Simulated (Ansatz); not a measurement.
# ClH4NOSiTe: two torsions

How does the energy of ClH₄NOSiTe, SMILES N[Si](O)(Cl)[TeH] change over two coordinates at once? A grid of runs gives the map.

The runs use Ansatz 0.2.0; RHF/def2-SVP.

**1. Starting geometry**

SMILES `N[Si](O)(Cl)[TeH]`, 9 atoms, charge 0, spin multiplicity 1.

Atoms are counted from 1 here; the program's logs count them from 0.

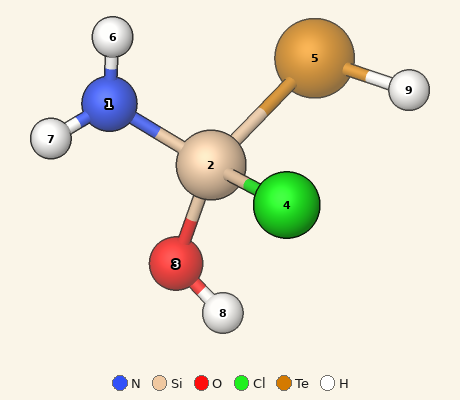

Start geometry, drawn with nitrogen blue, silicon light orange, oxygen red, chlorine green, tellurium orange, hydrogen white; atoms are numbered from 1 in the order of the file.

Coordinates:

```xyz
9
charge 0, multiplicity 1
N     1.12917    1.06204   -0.50197
Si    0.04080   -0.17761   -0.03271
O     1.04072   -1.40919    0.48951
Cl   -1.19887   -0.99673   -1.52714
Te   -1.45813    0.87518    1.69336
H     0.76075    1.97381   -0.77888
H     1.97919    0.81270   -1.01578
H     0.59799   -2.27082    0.58597
H    -2.80311    0.08441    1.07044
```

This geometry comes from a loose relaxation at PBE in a small basis, which is not shown.

**2. Relaxing the molecule**

File input.yaml:

```yaml
crystal:
  periodic: [false, false, false]
  atoms:
    - { symbol: "N", position_ang: [1.129167, 1.062039, -0.501974] }
    - { symbol: Si, position_ang: [0.040796, -0.177608, -0.032706] }
    - { symbol: O, position_ang: [1.04072, -1.409191, 0.489507] }
    - { symbol: Cl, position_ang: [-1.198868, -0.99673, -1.527139] }
    - { symbol: Te, position_ang: [-1.458128, 0.875181, 1.693358] }
    - { symbol: H, position_ang: [0.760752, 1.973814, -0.778879] }
    - { symbol: H, position_ang: [1.979186, 0.812701, -1.015779] }
    - { symbol: H, position_ang: [0.597986, -2.270818, 0.585969] }
    - { symbol: H, position_ang: [-2.803111, 0.084411, 1.070443] }
basis:
  gaussian: { orbitals: def2-SVP }
hamiltonian:
  xc: hf
output:
  forces: true
relax:
  f_tol: 0.003
  max_steps: 120
```

Run with:

```bash
> ansatz run input.yaml --threads 1 --pin off --max-ram 2560MiB --backend cpu --events-out ev --progress --plain --runs-dir out
```

The program printed:

```text
Warning: RAYON_NUM_THREADS=1 ignored (pool sized by the plan → 1); use --threads N
The last accepted step is kept in <dir> (removed where the run ends without a failure and the disk answers)
Engine: ansatz 0.2.0, aarch64-unknown-linux-gnu
Functional definition: HF
  exchange = exact_x
  correlation = 0
1238 factors; integrals over basis functions are off by at most 3.0e-4 eV
mean field evaluation 1: about -31204.3150 eV, gradient 4.2e1 eV
mean field evaluation 2: about -31204.3682 eV, gradient 4.2e1 eV
mean field evaluation 4: about -31208.1151 eV, gradient 3.0e0 eV
mean field evaluation 8: about -31208.1535 eV, gradient 2.3e-1 eV
mean field -31208.15378210 eV, -1146.8784978458 hartree, gradient 4.5e-5 eV, S^2 0.000000; 0 other end points of the search recorded, 0 dependent functions left out
the calculation of the forces begins
reference -31208.15378210 eV, -1146.8784978458 hartree; 37, 37 occupied and 73, 73 virtual orbitals, 1238 factors
relax step   1: F+E_penalty+E_count = -31208.15378210 eV  Δ(F+E_penalty+E_count) = +0.000e0 eV  max|allowed force component| = 1.671e0 eV/Å  Δτ_max = 0.0000 Å  (39 SCF iters, accepted)
these checks for a lower state are left out or cut short: starts, cluster_reference, orbital_swaps, neighbouring_geometries, increment
1238 factors; integrals over basis functions are off by at most 2.8e-4 eV
mean field evaluation 16: about -31208.1279 eV, gradient 4.6e-1 eV
mean field -31208.12872522 eV, -1146.8775770226 hartree, gradient 5.0e-5 eV, S^2 0.000000; 0 other end points of the search recorded, 0 dependent functions left out
the calculation of the forces begins
reference -31208.12872522 eV, -1146.8775770226 hartree; 37, 37 occupied and 73, 73 virtual orbitals, 1238 factors
relax step   2: F+E_penalty+E_count = -31208.12872522 eV  Δ(F+E_penalty+E_count) = +2.506e-2 eV  max|allowed force component| = 7.814e-1 eV/Å  Δτ_max = 0.1851 Å  (34 SCF iters, rejected (line search))
these checks for a lower state are left out or cut short: starts, cluster_reference, orbital_swaps, neighbouring_geometries, increment
1238 factors; integrals over basis functions are off by at most 2.8e-4 eV
mean field -31208.24211139 eV, -1146.8817438873 hartree, gradient 4.7e-5 eV, S^2 0.000000; 0 other end points of the search recorded, 0 dependent functions left out
the calculation of the forces begins
reference -31208.24211139 eV, -1146.8817438873 hartree; 37, 37 occupied and 73, 73 virtual orbitals, 1238 factors
relax step   3: F+E_penalty+E_count = -31208.24211139 eV  Δ(F+E_penalty+E_count) = -8.833e-2 eV  max|allowed force component| = 7.348e-1 eV/Å  Δτ_max = 0.0731 Å  (35 SCF iters, accepted)
these checks for a lower state are left out or cut short: starts, cluster_reference, orbital_swaps, neighbouring_geometries, increment
1238 factors; integrals over basis functions are off by at most 3.0e-4 eV
mean field evaluation 32: about -31208.2346 eV, gradient 3.7e-3 eV
mean field -31208.23463624 eV, -1146.8814691806 hartree, gradient 4.8e-5 eV, S^2 0.000000; 0 other end points of the search recorded, 0 dependent functions left out
the calculation of the forces begins
reference -31208.23463624 eV, -1146.8814691806 hartree; 37, 37 occupied and 73, 73 virtual orbitals, 1238 factors
relax step   4: F+E_penalty+E_count = -31208.23463624 eV  Δ(F+E_penalty+E_count) = +7.475e-3 eV  max|allowed force component| = 1.229e0 eV/Å  Δτ_max = 0.1000 Å  (34 SCF iters, rejected (line search))
these checks for a lower state are left out or cut short: starts, cluster_reference, orbital_swaps, neighbouring_geometries, increment
1238 factors; integrals over basis functions are off by at most 2.8e-4 eV
mean field -31208.26765236 eV, -1146.8826825007 hartree, gradient 4.6e-5 eV, S^2 0.000000; 0 other end points of the search recorded, 0 dependent functions left out
the calculation of the forces begins
reference -31208.26765236 eV, -1146.8826825007 hartree; 37, 37 occupied and 73, 73 virtual orbitals, 1238 factors
relax step   5: F+E_penalty+E_count = -31208.26765236 eV  Δ(F+E_penalty+E_count) = -2.554e-2 eV  max|allowed force component| = 2.199e-1 eV/Å  Δτ_max = 0.0500 Å  (34 SCF iters, accepted)
these checks for a lower state are left out or cut short: starts, cluster_reference, orbital_swaps, neighbouring_geometries, increment
1238 factors; integrals over basis functions are off by at most 2.9e-4 eV
mean field -31208.27003031 eV, -1146.8827698886 hartree, gradient 4.5e-5 eV, S^2 0.000000; 0 other end points of the search recorded, 0 dependent functions left out
the calculation of the forces begins
reference -31208.27003031 eV, -1146.8827698886 hartree; 37, 37 occupied and 73, 73 virtual orbitals, 1238 factors
relax step   6: F+E_penalty+E_count = -31208.27003031 eV  Δ(F+E_penalty+E_count) = -2.378e-3 eV  max|allowed force component| = 8.648e-2 eV/Å  Δτ_max = 0.0500 Å  (34 SCF iters, accepted)
these checks for a lower state are left out or cut short: starts, cluster_reference, orbital_swaps, neighbouring_geometries, increment
1238 factors; integrals over basis functions are off by at most 2.9e-4 eV
mean field -31208.27052358 eV, -1146.8827880161 hartree, gradient 4.5e-5 eV, S^2 0.000000; 0 other end points of the search recorded, 0 dependent functions left out
the calculation of the forces begins
reference -31208.27052358 eV, -1146.8827880161 hartree; 37, 37 occupied and 73, 73 virtual orbitals, 1238 factors
relax step   7: F+E_penalty+E_count = -31208.27052358 eV  Δ(F+E_penalty+E_count) = -4.933e-4 eV  max|allowed force component| = 4.999e-2 eV/Å  Δτ_max = 0.0286 Å  (34 SCF iters, accepted)
these checks for a lower state are left out or cut short: starts, cluster_reference, orbital_swaps, neighbouring_geometries, increment
1238 factors; integrals over basis functions are off by at most 2.9e-4 eV
mean field -31208.27071344 eV, -1146.8827949933 hartree, gradient 1.6e-5 eV, S^2 0.000000; 0 other end points of the search recorded, 0 dependent functions left out
the calculation of the forces begins
reference -31208.27071344 eV, -1146.8827949933 hartree; 37, 37 occupied and 73, 73 virtual orbitals, 1238 factors
relax step   8: F+E_penalty+E_count = -31208.27071344 eV  Δ(F+E_penalty+E_count) = -1.899e-4 eV  max|allowed force component| = 1.656e-2 eV/Å  Δτ_max = 0.0105 Å  (28 SCF iters, accepted)
these checks for a lower state are left out or cut short: starts, cluster_reference, orbital_swaps, neighbouring_geometries, increment
1238 factors; integrals over basis functions are off by at most 2.9e-4 eV
mean field evaluation 64: about -31208.2707 eV, gradient 2.5e-4 eV
mean field -31208.27073611 eV, -1146.8827958264 hartree, gradient 1.1e-5 eV, S^2 0.000000; 0 other end points of the search recorded, 0 dependent functions left out
the calculation of the forces begins
reference -31208.27073611 eV, -1146.8827958264 hartree; 37, 37 occupied and 73, 73 virtual orbitals, 1238 factors
relax step   9: F+E_penalty+E_count = -31208.27073611 eV  Δ(F+E_penalty+E_count) = -2.267e-5 eV  max|allowed force component| = 2.710e-3 eV/Å  Δτ_max = 0.0062 Å  (29 SCF iters, accepted)
these checks for a lower state are left out or cut short: starts, cluster_reference, orbital_swaps, neighbouring_geometries, increment
1238 factors; integrals over basis functions are off by at most 2.9e-4 eV
mean field -31208.27073486 eV, -1146.8827957806 hartree, gradient 2.6e-5 eV, S^2 0.000000; 0 other end points of the search recorded, 0 dependent functions left out
the calculation of the forces begins
reference -31208.27073486 eV, -1146.8827957806 hartree; 37, 37 occupied and 73, 73 virtual orbitals, 1238 factors
relax step  10: F+E_penalty+E_count = -31208.27073486 eV  Δ(F+E_penalty+E_count) = +1.248e-6 eV  max|allowed force component| = 3.388e-3 eV/Å  Δτ_max = 0.0038 Å  (27 SCF iters, rejected (line search))
these checks for a lower state are left out or cut short: starts, cluster_reference, orbital_swaps, neighbouring_geometries, increment
1238 factors; integrals over basis functions are off by at most 2.9e-4 eV
mean field -31208.27074083 eV, -1146.8827960000 hartree, gradient 9.5e-6 eV, S^2 0.000000; 0 other end points of the search recorded, 0 dependent functions left out
the calculation of the forces begins
reference -31208.27074083 eV, -1146.8827960000 hartree; 37, 37 occupied and 73, 73 virtual orbitals, 1238 factors
relax step  11: F+E_penalty+E_count = -31208.27074083 eV  Δ(F+E_penalty+E_count) = -4.723e-6 eV  max|allowed force component| = 4.149e-3 eV/Å  Δτ_max = 0.0018 Å  (27 SCF iters, accepted)
these checks for a lower state are left out or cut short: starts, cluster_reference, orbital_swaps, neighbouring_geometries, increment
1238 factors; integrals over basis functions are off by at most 2.9e-4 eV
mean field -31208.27074271 eV, -1146.8827960688 hartree, gradient 5.8e-5 eV, S^2 0.000000; 0 other end points of the search recorded, 0 dependent functions left out
the calculation of the forces begins
reference -31208.27074271 eV, -1146.8827960688 hartree; 37, 37 occupied and 73, 73 virtual orbitals, 1238 factors
relax step  12: F+E_penalty+E_count = -31208.27074271 eV  Δ(F+E_penalty+E_count) = -1.872e-6 eV  max|allowed force component| = 1.421e-3 eV/Å  Δτ_max = 0.0010 Å  (23 SCF iters, accepted)
1238 factors; integrals over basis functions are off by at most 2.9e-4 eV
mean field evaluation 96: about -31208.2707 eV, gradient 2.0e-5 eV
mean field -31208.27074271 eV, -1146.8827960688 hartree, gradient 5.8e-5 eV, S^2 0.000000; 1 other end points of the search recorded, 0 dependent functions left out
the calculation of the forces begins
reference -31208.27074271 eV, -1146.8827960688 hartree; 37, 37 occupied and 73, 73 virtual orbitals, 1238 factors
Total energy: -31208.27074271 eV, -1146.8827960688 hartree
Atom 0 at     1.105199     1.042392    -0.567747 Å, force     0.001421    -0.000810    -0.000478 eV/Å
Atom 1 at     0.036419    -0.164762    -0.062020 Å, force    -0.000811    -0.000558    -0.000093 eV/Å
Atom 2 at     0.987567    -1.386921     0.459711 Å, force     0.000606     0.000151    -0.000024 eV/Å
Atom 3 at    -1.191584    -0.953396    -1.552383 Å, force    -0.000053     0.000226    -0.000194 eV/Å
Atom 4 at    -1.468912     0.828385     1.683026 Å, force    -0.000072     0.000359     0.000151 eV/Å
Atom 5 at     0.808256     1.965832    -0.810830 Å, force    -0.000526     0.000259     0.000074 eV/Å
Atom 6 at     2.004218     0.805437    -0.941597 Å, force    -0.000595     0.000233     0.000544 eV/Å
Atom 7 at     0.623771    -2.239950     0.637593 Å, force    -0.000041     0.000185    -0.000007 eV/Å
Atom 8 at    -2.816435     0.056781     1.137047 Å, force     0.000069    -0.000044     0.000028 eV/Å
Dipole moment:     0.182124     0.014500    -0.075886 e Å
```

It took 100 s on 1 thread of Arm Neoverse N1, shared host; peak memory 0.26 GiB.

Step by step: (the energy doesn't fall at every step)

```tsv
step	energy from step 1 (eV)	largest force component (eV/Å)
1	0.0000	1.6710
2	0.0251	0.7814
3	-0.0883	0.7348
4	-0.0809	1.2287
5	-0.1139	0.2199
6	-0.1162	0.0865
7	-0.1167	0.0500
8	-0.1169	0.0166
9	-0.1170	0.0027
10	-0.1170	0.0034
11	-0.1170	0.0041
12	-0.1170	0.0014
```

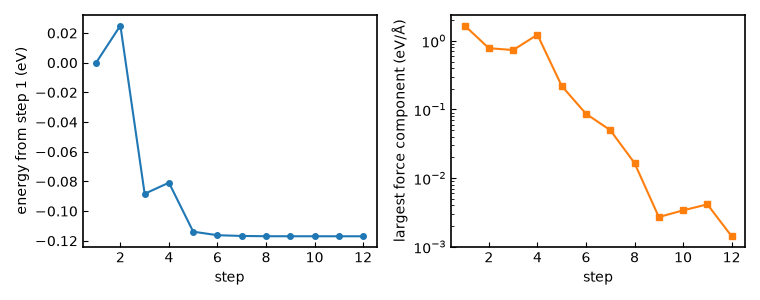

Energy and largest force along the relaxation.

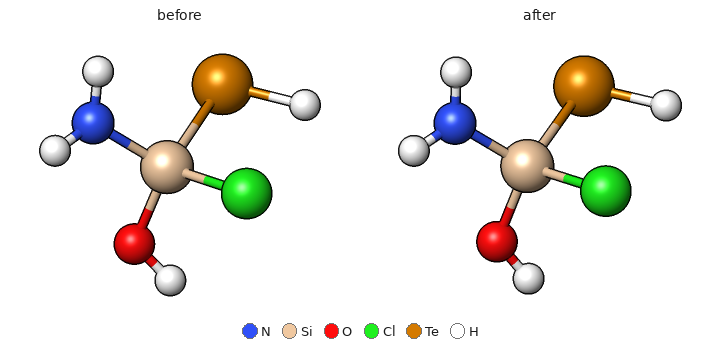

Before and after, at one scale.

Close pairs (by a distance rule), those that changed most:

```tsv
bond	before (Å)	after (Å)	change (Å)
Si2–O3	1.670	1.634	-0.036
Te5–H9	1.680	1.646	-0.034
O3–H8	0.974	0.944	-0.029
N1–Si2	1.715	1.690	-0.025
N1–H7	1.024	1.002	-0.022
N1–H6	1.022	1.000	-0.022
Si2–Cl4	2.107	2.086	-0.021
Si2–Te5	2.517	2.509	-0.007
```

**3. Plan of the scan**

First coordinate, dihedral N1–Si2–O3–H8: 18 values from −180 to 160 °, periodic. Second coordinate, dihedral H6–N1–Si2–O3: 18 values from −180 to 160 °, periodic.

Nothing else is relaxed (all other coordinates rigid). Energies count from the relaxed molecule at the same level. Points are written as (first, second).

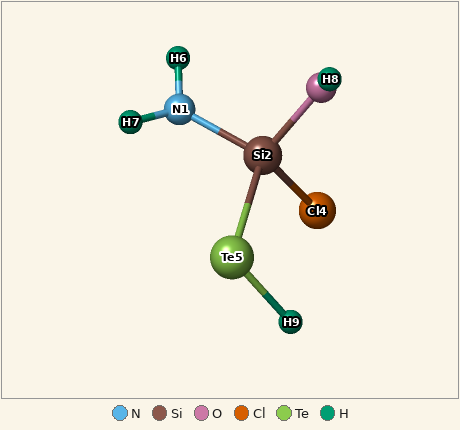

The geometry at (100°, 40°).

Of the runs on the grid, 3 are shown in the steps below; the others differ only in the two coordinates.

[end of part 1 of 2]
